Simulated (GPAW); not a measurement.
# BiAs (buckled honeycomb monolayer): G0W0 on several meshes in GPAW

Aim: the GW shift of BiAs (buckled honeycomb monolayer) against the k mesh.

Calculated with GPAW 26.7.0; LDA and many-body steps on it, plane waves.

## Step 1: The starting structure

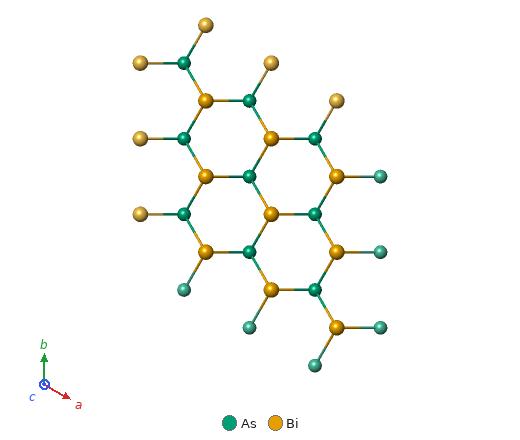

Start, viewed from above; arsenic teal, bismuth orange. 3×3×1 cells are drawn. Some periodic images of atoms are drawn too.

The cell holds 2 atoms: 1 As and 1 Bi. Cell: a = 3.882 Å, b = 3.882 Å, c = 12.500 Å, α = 90.0°, β = 90.0°, γ = 120.0°. Vacuum lies along c.

As a file:

```cif
data_structure
_symmetry_space_group_name_H-M 'P 1'
_symmetry_Int_Tables_number 1
_cell_length_a 3.8825
_cell_length_b 3.8825
_cell_length_c 12.5000
_cell_angle_alpha 90.000
_cell_angle_beta 90.000
_cell_angle_gamma 120.000
_cell_volume 163.18
loop_
_atom_site_label
_atom_site_type_symbol
_atom_site_fract_x
_atom_site_fract_y
_atom_site_fract_z
_atom_site_occupancy
As1 As 0.33333 0.66667 0.43820 1
Bi2 Bi 0.66667 0.33333 0.56180 1
```

The structure was relaxed with LDA. The runs that relaxed it are not among those shown. Spin-orbit coupling is left out unless a step names it.

## Step 2: Empty states on the mesh, 6×6×1 mesh, 275 bands

This step: GPAW 26.7.0; DFT, LDA, plane waves, PAW.

The sums over transitions need many empty states on a uniform mesh; this step solves for them.

run.py

```python
import json
import numpy as np
from gpaw.mpi import world
from gpaw import GPAW

calc = GPAW('gs.gpw').fixed_density(kpts={'size': (6, 6, 1), 'gamma': True},
    parallel={'domain': 1, 'band': 1},
    txt='nscf.txt')
calc.diagonalize_full_hamiltonian(nbands=275)
calc.write('full.gpw', mode='all')
res = {}
kpts = calc.get_ibz_k_points()
res['kpts'] = kpts
res['eigenvalues'] = [calc.get_eigenvalues(kpt=k) for k in range(len(kpts))]
res['n_electrons'] = calc.get_number_of_electrons()

if world.rank == 0:
    with open('result.json', 'w') as f:
        json.dump(res, f, default=lambda x: x.tolist())
```

The run is started by

```console
> mpirun -n 7 gpaw python run.py
```

Numbers of over 12 decimals in the logs are rounded to 6 here.

Output:

```text
Diagonalizing LCAO Hamiltonian
Converting LCAO to pw mode
convergence criteria:
- Maximum integral of absolute [eigenst]ate change: 4e-08 eV^2 / valence electron
maximum number of iterations: 100

SCF iterations
|iter     |     time |      energy | eigst |  dens |
|iter:   1|  |             | +1.11 |       |
|iter:   2|  |             | -0.34 |       |
|iter:   3|  |             | -2.03 |       |
|iter:   4|  |             | -3.55 |       |
|iter:   5|  |             | -4.82 |       |
|iter:   6|  |             | -6.07 |       |
|iter:   7|  |             | -7.21 |       |
|iter:   8|  |             | -7.54c|       |
SCF steps: 8
  __  _  _
 | _ |_)|_||  |
 |__||  | ||/\| - 26.7.0

Input parameters:
  mode=PW(ecut=450.000000),
  convergence={'density': 1e-06, 'bands': -3},
  gpts=array([20, 20, 63]),
  kpts=MonkhorstPack(size=(6, 6, 1), gamma=True),
  maxiter=100,
  nbands=17,
  occupations=Occupations(name='fermi-dirac', width=0.001, fixmagmom=False),
  parallel={'domain': 1, 'band': 1},
  xc=XC(name='LDA')
Matrix size: 3559x3559
# Writing to full.gpw (mode='all')
  [... matrices ...]

timing:  # [seconds]
  Total: 28.280  # ━━━━━━━━━━━━━━━━━━━━━━━━━━━━━━━━━━━━━━━━━━━━━━━━━━━━━━━━━━
```

Wall time 32 s (7 MPI ranks of Intel Xeon at 2.60GHz (Ice Lake), shared host); peak memory 6.7 GiB; 3.7 min of CPU time.

Numbers from this step:

```yaml
gap: 1.159 eV
k_of_the_valence_top: 0, 0, 0
k_of_the_conduction_bottom: 0, 0, 0
least_direct_gap: 1.159 eV
k_points_computed: 7
lowest_point_of_the_top_converged_band_above_the_valence_top: 78.2987 eV
```

On this mesh the gap is 1.159 eV.

## Step 3: 6×6×1

G0W0 replaces the xc potential by the self-energy, built once from these orbitals. Only a window of levels is corrected, while the sums run over the empty bands that the input names.

This step: G0W0 on LDA, plane waves, PAW.

run.py

```python
import json
import numpy as np
from gpaw.mpi import world
from gpaw.response.g0w0 import G0W0

gw = G0W0('full.gpw',
    filename='gw',
    kpts=[0],
    bands=(8, 12),
    ecut=24,
    nbands=43,
    truncation='2D',
    integrate_gamma='sphere',
    q0_correction=True,
    frequencies={'type': 'nonlinear', 'domega0': 0.15, 'omega2': 15.0},
    eta=0.1,
    nblocksmax=True)
gw.calculate()
res = {mode: {k: v for k, v in r.items() if k != 'sigma_eskwn'}
       for mode, r in gw.all_results.items()}

if world.rank == 0:
    with open('result.json', 'w') as f:
        json.dump(res, f, default=lambda x: x.tolist())
```

The run is started by

```console
> mpirun -n 8 gpaw python run.py
```

Output:

```text
Using integrator: PointIntegrator
NonLinearFrequencyDescriptor(from 0.000 to 42.962 eV, 132 points)
Nonperiodic BCs:  [False False  True]
Using integrator: PointIntegrator
NonLinearFrequencyDescriptor(from 0.000 to 42.962 eV, 132 points)
Nonperiodic BCs:  [False False  True]
Applying analytical 2D correction to W:
    Evaluating Gamma point contribution to W on a 21x21x1 grid
  ___  _ _ _
 |   || | | |
 | | || | | |
 |__ ||_____|
 |___|

BZ k-points: Symmetries present (total): 6

  [... matrices ...]
36 k-points: 6 x 6 x 1 Monkhorst-Pack grid + [1/12,1/12,0.000000]
7 k-points in the irreducible part of the Brillouin zone
       k-points in crystal coordinates                weights
   0:     0.00000000    0.00000000    0.00000000          1/36
   1:     0.16666667    0.00000000    0.00000000          6/36
   2:     0.33333333   -0.16666667    0.00000000          6/36
   3:     0.33333333    0.00000000    0.00000000          6/36
   4:     0.33333333    0.33333333    0.00000000          2/36
   5:     0.50000000    0.33333333    0.00000000         12/36
   6:     0.50000000    0.50000000    0.00000000          3/36

Distributing spins, k-points and bands (1 x 1 x 4) over 2 processes
Number of blocks: 4

Quasi particle states:
k-points (IBZ indices): [0]
Band range: (8, 12)
  [... matrices ...]
Computational parameters:
Plane wave cut-off: 24 eV
Number of bands: 43
Coulomb cutoff: 2D
Broadening: 0.1 eV

fxc modes: GW
Kernel: RPA
Using full-frequency real axis integration
Summing all q:

Calculating screened Coulomb potential
2D Coulomb truncation
NonLinearFrequencyDescriptor(from 0.000 to 42.962 eV, 132 points)
Removing empty qpoint cache files...

Calculating chi0 body with:
    Ground state adapter containing:
    Number of spins: 1
    Number of kpoints: 36
    Number of irreducible kpoints: 7
    Number of completely occupied states: 10
    Number of partially occupied states: 10
    Occupied states memory: 3.84521484375 M / cpu

    Linear response parametrization:
    q_c: [1.3877787807814457e-17, 1.3877787807814457e-17, 0.0]
    Number of frequency points: 132
    Planewave cutoff: 24.0
    Number of bands: 43
    Number of planewaves: 51
    Broadening (eta): 0.1
    comm.size: 8
    kncomm.size: 2
    blockcomm.size: 4

    Memory estimate of potentially large arrays:
        chi0_wGG: 1.309708 M / cpu
Integrating chi0 body.

Symmetries of q_c:
    Direct symmetries (Uq -> q): 6
    Indirect symmetries (TUq -> q): 6
In total 12 allowed symmetries.

  [... matrices ...]
7 groups of equivalent kpoints. 80.555556% reduction.

Integral kind: spectral function
Integrating chi0 head and wings.

Symmetries of q_c:
    Direct symmetries (Uq -> q): 6
    Indirect symmetries (TUq -> q): 6
In total 12 allowed symmetries.

  [... matrices ...]
7 groups of equivalent kpoints. 80.555556% reduction.

Integral kind: spectral function wings

Calculating chi0 body with:
    Ground state adapter containing:
    Number of spins: 1
    Number of kpoints: 36
    Number of irreducible kpoints: 7
    Number of completely occupied states: 10
    Number of partially occupied states: 10
[... the further q-points ...]

Results:
f:      Occupation numbers
eps:     KS-eigenvalues [eV]
vxc:     KS vxc [eV]
exx:     Exact exchange [eV]
sigma:   Self-energies [eV]
dsigma:  Self-energy derivatives
Z:       Renormalization factors
qp:      QP-energies [eV]

k-point 0 (0): (0.000, 0.000, 0.000)                GW
band       f     eps     vxc     exx   sigma  dsigma       Z      qp
                                                                   GW
   8   1.000  -1.259 -14.938 -15.723   1.427  -0.376   0.727  -0.793
   9   1.000  -1.259 -14.938 -15.723   1.427  -0.376   0.727  -0.793
  10   0.000  -0.100 -12.917  -9.192  -2.009  -0.352   0.739   1.169
  11   0.000   2.092 -14.189  -9.710  -2.449  -0.447   0.691   3.495
```

The job ended after 13 s (8 MPI ranks; peak memory 2.6 GiB).

This step gave:

```yaml
g0w0_gap_on_the_points_computed: 1.962 eV
least_direct_g0w0_gap_on_the_computed_points: 1.962 eV
z_at_the_valence_top: 0.7268
z_at_the_conduction_bottom: 0.7394
starting_gap_on_the_mesh: 1.159 eV
k_of_the_valence_top: 0, 0, 0
k_of_the_conduction_bottom: 0, 0, 0
```

The gap on the mesh goes from 1.16 eV to 1.96 eV, a correction of +0.80 eV.

## Step 4: Empty states on the mesh, 9×9×1 mesh, 53 bands

This step: DFT, LDA, plane waves, PAW.

run.py

```python
import json
import numpy as np
from gpaw.mpi import world
from gpaw import GPAW

calc = GPAW('gs.gpw').fixed_density(kpts={'size': (9, 9, 1), 'gamma': True},
    nbands=61,
    convergence={'bands': 53},
    txt='nscf.txt')
calc.write('full.gpw', mode='all')
res = {}
kpts = calc.get_ibz_k_points()
res['kpts'] = kpts
res['eigenvalues'] = [calc.get_eigenvalues(kpt=k) for k in range(len(kpts))]
res['n_electrons'] = calc.get_number_of_electrons()

if world.rank == 0:
    with open('result.json', 'w') as f:
        json.dump(res, f, default=lambda x: x.tolist())
```

The run is started by

```console
> mpirun -n 8 gpaw python run.py
```

Output:

```text
Diagonalizing LCAO Hamiltonian
Converting LCAO to pw mode
convergence criteria:
- Maximum integral of absolute [eigenst]ate change: 4e-08 eV^2 / valence electron
maximum number of iterations: 100

SCF iterations
|iter     |     time |      energy | eigst |  dens |
|iter:   1|  |             | +3.72 |       |
|iter:   2|  |             | +2.30 |       |
|iter:   3|  |             | +1.20 |       |
[...]
|iter:  11|  |             | -6.62 |       |
|iter:  12|  |             | -7.25 |       |
|iter:  13|  |             | -7.63c|       |
SCF steps: 13
  __  _  _
 | _ |_)|_||  |
 |__||  | ||/\| - 26.7.0

Input parameters:
  mode=PW(ecut=450.000000),
  convergence={'bands': 53},
  gpts=array([20, 20, 63]),
  kpts=MonkhorstPack(size=(9, 9, 1), gamma=True),
  maxiter=100,
  nbands=61,
  occupations=Occupations(name='fermi-dirac', width=0.001, fixmagmom=False),
  parallel={},
  xc=XC(name='LDA')
# Writing to full.gpw (mode='all')
  [... matrices ...]

timing:  # [seconds]
  Total: 0.089  # ━━━━━━━━━━━━━━━━━━━━━━━━━━━━━━━━━━━━━━━━━━━━━━━━━━━━━━━━━━━
```

It took 8.3 s on 8 MPI ranks; peak memory 1.4 GiB; 64 s of CPU time.

This step gave:

| Property | Result |
| --- | --- |
| gap | 1.159 eV |
| k of the valence top | 0, 0, 0 |
| k of the conduction bottom | 0, 0, 0 |
| least direct gap | 1.159 eV |
| k points computed | 12 |
| lowest point of the top converged band, above the valence top | 22.38 eV |

On this mesh the gap is 1.159 eV.

## Step 5: 9×9×1

This step: G0W0 on LDA, plane waves, PAW.

run.py

```python
import json
import numpy as np
from gpaw.mpi import world
from gpaw.response.g0w0 import G0W0

gw = G0W0('full.gpw',
    filename='gw',
    kpts=[0],
    bands=(8, 12),
    ecut=24,
    nbands=43,
    truncation='2D',
    integrate_gamma='sphere',
    q0_correction=True,
    frequencies={'type': 'nonlinear', 'domega0': 0.15, 'omega2': 15.0},
    eta=0.1,
    nblocksmax=True)
gw.calculate()
res = {mode: {k: v for k, v in r.items() if k != 'sigma_eskwn'}
       for mode, r in gw.all_results.items()}

if world.rank == 0:
    with open('result.json', 'w') as f:
        json.dump(res, f, default=lambda x: x.tolist())
```

The run is started by

```console
> mpirun -n 8 gpaw python run.py
```

Output:

```text
Using integrator: PointIntegrator
NonLinearFrequencyDescriptor(from 0.000 to 43.686 eV, 133 points)
Nonperiodic BCs:  [False False  True]
Using integrator: PointIntegrator
NonLinearFrequencyDescriptor(from 0.000 to 43.686 eV, 133 points)
Nonperiodic BCs:  [False False  True]
Applying analytical 2D correction to W:
    Evaluating Gamma point contribution to W on a 13x13x1 grid
  ___  _ _ _
 |   || | | |
 | | || | | |
 |__ ||_____|
 |___|

BZ k-points: Symmetries present (total): 6

  [... matrices ...]
81 k-points: 9 x 9 x 1 Monkhorst-Pack grid
12 k-points in the irreducible part of the Brillouin zone
       k-points in crystal coordinates                weights
   0:     0.00000000    0.00000000    0.00000000          1/81
   1:     0.11111111    0.00000000    0.00000000          6/81
   2:     0.22222222   -0.11111111    0.00000000          6/81
[...]
9:     0.44444444    0.00000000    0.00000000          6/81
          ...
  11:     0.44444444    0.44444444    0.00000000          6/81

Distributing spins, k-points and bands (1 x 1 x 4) over 2 processes
Number of blocks: 4

Quasi particle states:
k-points (IBZ indices): [0]
Band range: (8, 12)
  [... matrices ...]
Computational parameters:
Plane wave cut-off: 24 eV
Number of bands: 43
Coulomb cutoff: 2D
Broadening: 0.1 eV

fxc modes: GW
Kernel: RPA
Using full-frequency real axis integration
Summing all q:

Calculating screened Coulomb potential
2D Coulomb truncation
NonLinearFrequencyDescriptor(from 0.000 to 43.686 eV, 133 points)
Removing empty qpoint cache files...

Calculating chi0 body with:
    Ground state adapter containing:
    Number of spins: 1
    Number of kpoints: 81
    Number of irreducible kpoints: 12
    Number of completely occupied states: 10
    Number of partially occupied states: 10
    Occupied states memory: 3.84521484375 M / cpu

    Linear response parametrization:
    q_c: [0.0, 0.0, 0.0]
    Number of frequency points: 133
    Planewave cutoff: 24.0
    Number of bands: 43
    Number of planewaves: 51
    Broadening (eta): 0.1
    comm.size: 8
    kncomm.size: 2
    blockcomm.size: 4

    Memory estimate of potentially large arrays:
        chi0_wGG: 1.319630 M / cpu
Integrating chi0 body.

Symmetries of q_c:
    Direct symmetries (Uq -> q): 6
    Indirect symmetries (TUq -> q): 6
In total 12 allowed symmetries.

  [... matrices ...]
12 groups of equivalent kpoints. 85.185185% reduction.

Integral kind: spectral function
Integrating chi0 head and wings.

Symmetries of q_c:
    Direct symmetries (Uq -> q): 6
    Indirect symmetries (TUq -> q): 6
In total 12 allowed symmetries.

  [... matrices ...]
12 groups of equivalent kpoints. 85.185185% reduction.

Integral kind: spectral function wings

Calculating chi0 body with:
    Ground state adapter containing:
    Number of spins: 1
    Number of kpoints: 81
    Number of irreducible kpoints: 12
    Number of completely occupied states: 10
    Number of partially occupied states: 10
    Occupied states memory: 3.84521484375 M / cpu

[... the further q-points ...]

Results:
f:      Occupation numbers
eps:     KS-eigenvalues [eV]
vxc:     KS vxc [eV]
exx:     Exact exchange [eV]
sigma:   Self-energies [eV]
dsigma:  Self-energy derivatives
Z:       Renormalization factors
qp:      QP-energies [eV]

k-point 0 (0): (0.000, 0.000, 0.000)                GW
band       f     eps     vxc     exx   sigma  dsigma       Z      qp
                                                                   GW
   8   1.000  -1.259 -14.938 -15.582   1.299  -0.355   0.738  -0.775
   9   1.000  -1.259 -14.938 -15.582   1.299  -0.355   0.738  -0.775
  10   0.000  -0.100 -12.917  -9.370  -1.837  -0.326   0.754   1.190
  11   0.000   2.092 -14.189  -9.723  -2.423  -0.418   0.705   3.533
```

Run time: 24 s. Hardware: 8 MPI ranks; peak memory 2.2 GiB; 3.1 min of CPU time.

This step gave:

- G0W0 gap on the points computed: 1.966 eV
- least direct G0W0 gap on the computed points: 1.966 eV
- Z at the valence top: 0.7379
- Z at the conduction bottom: 0.7541
- starting gap on the mesh: 1.159 eV
- k of the valence top: 0, 0, 0
- k of the conduction bottom: 0, 0, 0

Against G0W0 in GPAW (6×6×1 mesh, 43 bands, screening to 24 eV, full frequency, Hilbert transform), the gap moves by +0.004 eV.

## Step 6: The runs together

Times are wall times on 8 MPI ranks of Intel Xeon at 2.60GHz (Ice Lake), shared host, good to a factor of about two.

```tsv
run	mesh	bands	screening cutoff (eV)	DFT gap (eV)	gap on the mesh (eV)	direct (eV)	time
6×6×1	6×6×1	43	24	1.159	1.962	1.962	13 s
9×9×1	9×9×1	43	24	1.159	1.966	1.966	24 s
```

## Step 7: Results

| Quantity | Value |
| --- | --- |
| 6×6×1 | 1.962 eV |
| 9×9×1 | 1.966 eV |
| known limits | not at the basis limit; no spin-orbit coupling |

In words: 9×9×1: +0.004 eV against 6×6×1. Bands and cutoff are finite, so the gap is not at the basis limit. The miss can reach some tenths of an eV and take either sign; the mesh is an error of its own. These stock PAW sets were not made for GW; the filled d or f shell of As lies in the frozen core, which bears on start and correction. In the G0W0 runs levels were corrected at 1 k point alone, so a gap called «on the mesh» is the least over those, and an edge elsewhere would be missed. Mesh or cutoff lie under what a gap needs, so these runs test behaviour and cost; their gaps are not to be quoted. Where an edge is built on 6p states of lead, bismuth or thallium, scalar-relativistic gaps usually stand too wide, by a few tenths to over one eV. The many-body steps are scalar-relativistic: spin-orbit coupling is not in them.

[Paths, hosts, dates, memory and timing lines, banners, echoed tables and standing remarks are left out of the program output.]

[Logs are printed without paths, hosts, clocks, repeated set-up lines and the standing remarks that a program may print on its own settings, such as how far it seeks lower states.]

[Runs of the session that timed out or met a known fault of the program may be left out.]

[Hosts, paths, dates, database ids (printed as entryN), source tags and the programs' standing remarks are cut or masked in the printed files.]
